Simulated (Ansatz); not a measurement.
# C2HClF4 (SMILES FC(Cl)C(F)(F)F): wB97M-V/6-31G(d) (spherical functions)

Aim: the vertical singlet–triplet gap of C2HClF4 at wB97M-V/6-31G* (spherical functions), from 2 runs. 

Program for the calculation: Ansatz 0.2.0.

53 further runs of the same task are left out: 53 set aside as unsound or not needed. Runs told in other sessions of the task aren't counted.

## (1) The molecule

C2HClF4 has 8 atoms, charge 0, and is taken as a singlet. As SMILES, `FC(Cl)C(F)(F)F`. The shape is that of a PBE0-D4/def2-TZVP optimisation.

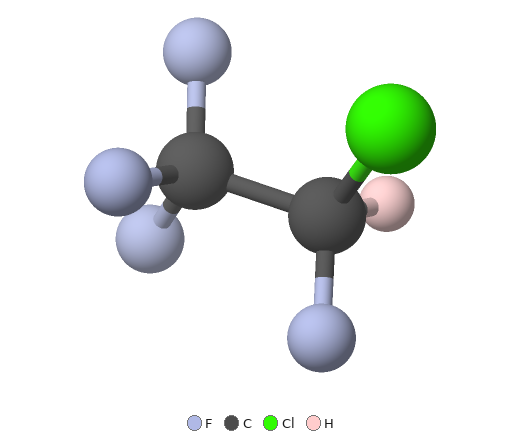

The structure, seen from a chosen angle (fluorine light blue, carbon dark grey, chlorine green, hydrogen pink).

## (2) The energy at wB97M-V/6-31G(d) (spherical functions)

in.yaml reads:

```yaml
crystal:
  periodic: [false, false, false]
  atoms:
    - {symbol: F, position_ang: [-1.009760, -0.997300, 1.034070]}
    - {symbol: C, position_ang: [-0.026700, -0.752310, 0.143750]}
    - {symbol: Cl, position_ang: [1.532940, -1.198140, 0.813200]}
    - {symbol: C, position_ang: [-0.058240, 0.737850, -0.214790]}
    - {symbol: F, position_ang: [0.860470, 1.007860, -1.137810]}
    - {symbol: F, position_ang: [0.152480, 1.509050, 0.841250]}
    - {symbol: F, position_ang: [-1.256040, 1.034230, -0.720280]}
    - {symbol: H, position_ang: [-0.195140, -1.341240, -0.759390]}
basis:
  gaussian:
    orbitals: 6-31G_st_-spherical.json
hamiltonian:
  xc: {name: wB97M-V}
accuracy: high
output:
  orbitals: {seedname: orbitals}
```

The basis set 6-31G* is read from a file made from the Basis Set Exchange's data (not shown).

Command:

```bash
$ ansatz run in.yaml --threads 1 --pin off --max-ram 3480MiB --events-out events.jsonl --progress --plain --runs-dir runs
```

The program printed:

```text
Warning: RAYON_NUM_THREADS=1 ignored (pool sized by the plan → 1); use --threads N
Functional definition: wB97M-V
  name "wB97M-V"
  parameter omega = 0.3/bohr
  parameter cx = 0.15
  parameter cx01 = 1.007
  parameter cx10 = 0.259
  parameter css00 = 0.443
  parameter css04 = -1.437
  parameter css10 = -4.535
  parameter css20 = -3.390
  parameter css43 = 4.278
  parameter cos00 = 1.000
  parameter cos10 = 1.358
  parameter cos20 = 2.924
  parameter cos21 = -8.812
  parameter cos60 = -1.390
  parameter cos61 = 9.142
  parameter b = 6.0
  parameter c = 0.01
  gx(w, u) = 1 - cx + cx01*u + cx10*w
  gss(w, u) = css00 + css04*u^4 + css10*w + css20*w^2 + css43*w^4*u^3
  gos(w, u) = cos00 + cos10*w + (cos20 + cos21*u)*w^2 + (cos60 + cos61*u)*w^6
  exchange = spin_sum(e_x_unif_sr(omega)*gx(b97_w, b97_u_x)) + cx*exact_x_sr(omega) + exact_x_lr(omega)
  correlation = spin_sum(e_c_pw_mod_same_spin*gss(b97_w, b97_u_same))
      + integral(e_c_pw_mod_opposite_spin*gos(b97_w_opposite, b97_u_opposite)) + vv10(b, c)
2392 factors; integrals over basis functions are off by at most 4.2e-9 eV
361 factors; integrals over basis functions are off by at most 1.8e-9 eV
mean field evaluation 1: about -25471.7503 eV, gradient 4.7e1 eV
mean field evaluation 2: about -25471.5257 eV, gradient 5.2e1 eV
mean field evaluation 4: about -25475.5352 eV, gradient 1.0e0 eV
mean field evaluation 8: about -25475.7068 eV, gradient 1.1e-1 eV
mean field evaluation 16: about -25475.7068 eV, gradient 3.7e-5 eV
mean field -25475.70684055 eV, -936.2149583359 hartree, gradient 3.9e-8 eV, S^2 0.000000; 0 other end points of the search recorded, 0 dependent functions left out
reference -25475.70684301 eV, -936.2149584261 hartree; 33, 33 occupied and 71, 71 virtual orbitals, 2392 factors
Total energy: -25475.70684301 eV, -936.2149584261 hartree
```

Wall time 53 s (1 thread of Intel Xeon Platinum 8488C (Sapphire Rapids), shared host); peak memory 0.76 GiB.

## (3) The triplet at the same level

in.yaml, as its differences from that of step 2:

```diff
@@ -1 +1,3 @@
+basis:
+  gaussian: {orbitals: 6-31G_st_-spherical.json}
 crystal:
@@ -11,9 +13,5 @@
     - {symbol: H, position_ang: [-0.195140, -1.341240, -0.759390]}
-basis:
-  gaussian:
-    orbitals: 6-31G_st_-spherical.json
-hamiltonian:
-  xc: {name: wB97M-V}
+magnetization: {spin_polarized: true, initial_magnetization: 2}
+hamiltonian: {xc: {name: wB97M-V}}
 accuracy: high
-output:
-  orbitals: {seedname: orbitals}
+output: {orbitals: {seedname: orbitals}}
```

The basis set 6-31G* is read from a file made from the Basis Set Exchange's data (not shown).

Command:

```bash
$ ansatz run in.yaml --threads 1 --pin off --max-ram 3480MiB --events-out events.jsonl --progress --plain --runs-dir runs
```

The program printed, shortened:

```text
Warning: RAYON_NUM_THREADS=1 ignored (pool sized by the plan → 1); use --threads N
Functional definition: wB97M-V
  name "wB97M-V"
[...]
  gx(w, u) = 1 - cx + cx01*u + cx10*w
  gss(w, u) = css00 + css04*u^4 + css10*w + css20*w^2 + css43*w^4*u^3
  gos(w, u) = cos00 + cos10*w + (cos20 + cos21*u)*w^2 + (cos60 + cos61*u)*w^6
[...]
      + integral(e_c_pw_mod_opposite_spin*gos(b97_w_opposite, b97_u_opposite)) + vv10(b, c)
2391 factors; integrals over basis functions are off by at most 4.2e-9 eV
361 factors; integrals over basis functions are off by at most 1.8e-9 eV
[...]
mean field -25468.25352137 eV, -935.9410539079 hartree, gradient 9.5e-8 eV, S^2 2.002772; 4 other end points of the search recorded, 0 dependent functions left out
reference -25468.25352379 eV, -935.9410539969 hartree; 34, 32 occupied and 70, 72 virtual orbitals, 2391 factors
Total energy: -25468.25352379 eV, -935.9410539969 hartree
```

It took 4.6 min on 1 thread of Intel Xeon Platinum 8488C (Sapphire Rapids), shared host; peak memory 1.4 GiB.

## (4) Summary of results

At wB97M-V/6-31G* (spherical functions):

| quantity | value |
| --- | --- |
| singlet: total energy | -936.21496 Eh |
| singlet: HOMO energy | -11.58 eV |
| singlet: LUMO energy | 2.77 eV |
| singlet: HOMO–LUMO gap | 14.35 eV |
| triplet: total energy | -935.94105 Eh |
| triplet: HOMO energy (highest over α and β) | -4.33 eV |
| triplet: ⟨S²⟩ | 2.003 |
| vertical energy of the triplet above the singlet | 7.453 eV |

In words: At this shape the triplet lies 7.45 eV (172 kcal/mol) above the singlet.
